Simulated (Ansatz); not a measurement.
# NbRu (Pm-3m): Grüneisen parameters, part 2 of 2

Wanted: mode Grüneisen parameters of NbRu (Pm-3m).

Ansatz 0.2.0; DFT PBEsol, scalar-relativistic, plane waves, PAW; PAW set soft_1.

So far, highest frequency on the path or at a solved wavevector (cm⁻¹): step 2 (the dispersion) 217.

## Step 4: Phonons at the other volume, volume ratio 0.97 (continued)

Frequencies (cm⁻¹) solved at each irreducible wavevector; negative means imaginary. Frequencies by wavevector, by row:

```tsv
q in reciprocal lattice units	star	mode 1	mode 2	mode 3	mode 4	mode 5	mode 6
0 0 0	1	0	0	0	146.6	146.6	146.6
0 0 0.25	6	62.5	62.5	88.9	150.2	150.2	157.7
0 0 -0.5	3	-31.9	-31.9	115	140.3	140.3	173.1
0 0.25 0.25	12	-116.4	-77.2	71.4	130	179.8	205.8
0 0.25 -0.5	12	-138.1	-109.5	32.9	141.6	217.1	227.3
0 -0.5 -0.5	3	-129.3	-129.3	-28.2	136.1	234.7	234.7
0.25 0.25 0.25	8	-163.7	-69.9	-69.9	189.8	189.8	192.7
0.25 0.25 -0.5	12	-118.7	-87.2	57.8	169.7	200	212.5
0.25 -0.5 -0.5	6	-48.7	-48.7	61.8	160.2	211.2	211.2
-0.5 -0.5 -0.5	1	121.4	121.4	121.4	165	165	165
```

The highest optical mode at the zone centre (no LO-TO term) is 146.6 cm⁻¹, +17.8 cm⁻¹ against the base run.

## Step 5: Relaxing at another volume, volume ratio 1.03

The volume is scaled by 1.03 and held; symmetry leaves nothing to relax, so this is a single point. The modes can then be followed against volume.

Contents of input.yaml:

```yaml
crystal:
  lattice:
    - [3.1702633646, 0.0, 0.0]
    - [0.0, 3.1702633646, 0.0]
    - [0.0, 0.0, 3.1702633646]
  atoms:
    - { symbol: Nb, position: [0.0, 0.0, 0.0] }
    - { symbol: Ru, position: [0.5, 0.5, 0.5] }
kpoints:
  mp_grid: { grid: [16, 16, 16] }
hamiltonian:
  xc: pbesol
  pseudopotentials: { kind: paw, azcp: { folder: soft_1 }, xc_functional: pbe }
scf:
  occupations: { method: methfessel_paxton, width: 0.2 }
output:
  forces: true
  stress: true
  eigenvalues: true
```

Launch:

```bash
> ansatz run input.yaml --threads 4 --pin off --max-ram 10240MiB --backend cpu --events-out ev --progress --plain --runs-dir out
```

Numbers of over 12 decimals in the logs are rounded to 6 here.

The log of the run:

```text
[...]
Crystal: 2 atoms, lattice volume = 31.863 Å³
Basis set: ecut = 420 eV, 619 PW (Γ), exchange–correlation on 48×48×48 points (8 copies of the dense FFT grid, shifted against one another)
Bands: 19, of which v1, the nominal top of the filled ones, is band 15 counted from 1 (14 counted from 0)
Symmetry: 48 space group operations
[...]
k-points: 165 of 4096
[...]
--- Band table (eV; the first three rows and the last of 165) ---
  k-point 0: bands = [... 11 lower, 18.3067, 18.3067, 18.3067, 21.4373, 21.4373, 24.0442, 24.0442, 24.0442]
  k-point 1: bands = [... 11 lower, 18.3004, 18.3004, 18.3351, 21.3420, 21.4723, 23.8050, 23.8050, 23.9868]
  k-point 2: bands = [... 11 lower, 18.2852, 18.2852, 18.4186, 21.0686, 21.5720, 23.2325, 23.2325, 23.8218]
  k-point 164: bands = [... 11 lower, 17.6981, 17.6981, 17.6981, 20.4237, 20.4237, 24.0022, 24.0022, 27.6274]
[key lines of the parts left out:]
SCF converged after 8 iterations
Free energy (F): -10312.299428 eV
Fermi energy:    20.609649 eV
P = ⅓ Tr σ = -7.0407 GPa (-70.407 kbar)
```

Wall time 0.95 s (4 threads of AMD EPYC 9R14 (Zen 4), shared host); peak memory 0.45 GiB.

This step gave:

| Property | Result |
| --- | --- |
| pressure | -7.041 GPa |
| volume per atom | 15.93 Å³ |

The run ends at a pressure of -7.04 GPa.

## Step 6: Phonons at the other volume, volume ratio 1.03

The phonons are repeated at this volume on the same k and q meshes.

Changes to input.yaml since step 5:

```diff
@@ -16,4 +16,11 @@
 output:
-  forces: true
-  stress: true
   eigenvalues: true
+phonons:
+  method: dfpt
+  qmesh: [4, 4, 4]
+  temperatures: { t_max: 1000, t_step: 50 }
+  qpath:
+    path:
+      - [[0.0, 0.0, 0.0], [0.0, 0.5, 0.0], [0.5, 0.5, 0.0], [0.0, 0.0, 0.0], [0.5, 0.5, 0.5], [0.0, 0.5, 0.0]]
+      - [[0.5, 0.5, 0.5], [0.5, 0.5, 0.0]]
+    npoints: 10
```

The log of the run:

```text
[...]
Crystal: 2 atoms, lattice volume = 31.863 Å³
Basis set: ecut = 420 eV, 619 PW (Γ), exchange–correlation on 48×48×48 points (8 copies of the dense FFT grid, shifted against one another)
Bands: 19, of which v1, the nominal top of the filled ones, is band 15 counted from 1 (14 counted from 0)
Symmetry: 48 space group operations
k-points: 165 of 4096
[...]
k-point 164: bands = [... 11 lower, 17.6981, 17.6981, 17.6981, 20.4237, 20.4237, 24.0022, 24.0022, 27.6274]
[...]
ASR residual: 5.570e-5 → 0.000e0 eV/Å²; symmetrization residual: 2.223e-5 eV/Å²
  ASR residual per site (eV/Å²): 3.45e-6 5.57e-5
  Γ frequencies (cm⁻¹): 0.00 0.00 0.00 110.50 110.50 110.50
--- Phonons (arbitrary-q DFPT): 10 irreducible q on the 4×4×4 mesh ---
[...]
interpolated dispersion: 62 rows × 6 modes
[...]
[key lines of the parts left out:]
SCF converged after 9 iterations
Free energy (F): -10312.299428 eV
Fermi energy:    20.609655 eV
```

Wall time 6.3 min (4 threads); peak memory 3.4 GiB.

This step gave:

```yaml
sum_rule_residual_before_enforcement: 5.57e-5 eV/Å²
lowest_frequency_on_the_path: -164.7 cm⁻¹
highest_frequency_on_the_path_or_at_a_solved_wavevector: 200.8 cm⁻¹
highest_optical_mode_at_the_zone_centre_no_lo_to_term: 110.5 cm⁻¹
lowest_optical_zone_centre_mode: 110.5 cm⁻¹
lowest_mode_on_the_q_mesh_acoustic_modes_at_gamma_apart: -164.7 cm⁻¹
```

The highest optical mode at the zone centre (no LO-TO term) is 110.5 cm⁻¹, -18.3 cm⁻¹ against the base run.

## Step 7: Grüneisen parameters

The Grüneisen parameter of a mode is minus the logarithmic change of its frequency with volume, −d ln ω / d ln V; weighted by heat capacity it gives the expansion.

Numbers from this step:

- bulk modulus: 254.7 GPa

The phonon branches at the labelled points (cm⁻¹):

```tsv
point	branch 1	branch 2	branch 3	branch 4	branch 5	branch 6
Γ	0	0	0	129	129	129
X	-56	-56	95	132	132	161
M	-128	-128	-60	125	216	216
Γ	0	0	0	129	129	129
R	104	104	104	153	153	153
X	-56	-56	95	132	132	161
jump to R	104	104	104	153	153	153
M	-128	-128	-60	125	216	216
```

The same for volume x 0.97:

```tsv
point	branch 1	branch 2	branch 3	branch 4	branch 5	branch 6
Γ	0	0	0	147	147	147
X	-32	-32	115	140	140	173
M	-129	-129	-28	136	235	235
Γ	0	0	0	147	147	147
R	121	121	121	165	165	165
X	-32	-32	115	140	140	173
R	121	121	121	165	165	165
M	-129	-129	-28	136	235	235
```

The same for volume x 1.03:

```tsv
point	branch 1	branch 2	branch 3	branch 4	branch 5	branch 6
Γ	0	0	0	110	110	110
X	-71	-71	73	124	124	148
M	-127	-127	-77	115	198	198
Γ	0	0	0	110	110	110
R	84	84	84	141	141	141
X	-71	-71	73	124	124	148
R	84	84	84	141	141	141
M	-127	-127	-77	115	198	198
```

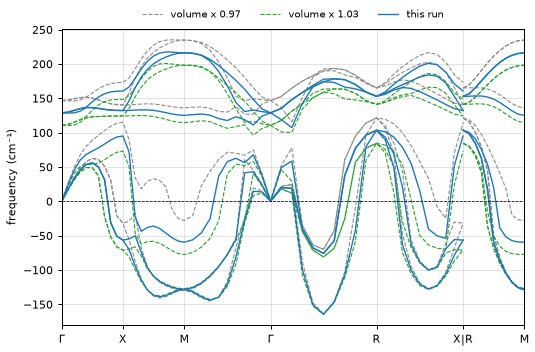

Phonon branches along the path; dashed: volume x 0.97 and volume x 1.03.

## Step 8: Summary of results

| Property | Result |
| --- | --- |
| bulk modulus | 255 GPa |

What this shows: No expansion is given, because modes are imaginary at one volume or more. The highest optical mode at Γ goes from 147 to 110 cm⁻¹ as the cell grows, a Grüneisen parameter of 4.71. Branches are matched by rank, so values near crossings are rough. With no gap, or one that is small against the smearing, the frequencies hang on the k mesh and the smearing, most of all near Kohn anomalies. The phonon runs are without spin polarisation, although the cell has an odd electron count. The PAW files were made for PBE and serve the other functionals too. A phonon run warned that its eigensolver left some bands unconverged in a pass.

[Logs are printed without paths, hosts, clocks, repeated set-up lines and the standing remarks that a program may print on its own settings, such as how far it seeks lower states.]

[Hosts, paths, dates, database ids (printed as entryN), source tags and the programs' standing remarks are cut or masked in the printed files.]
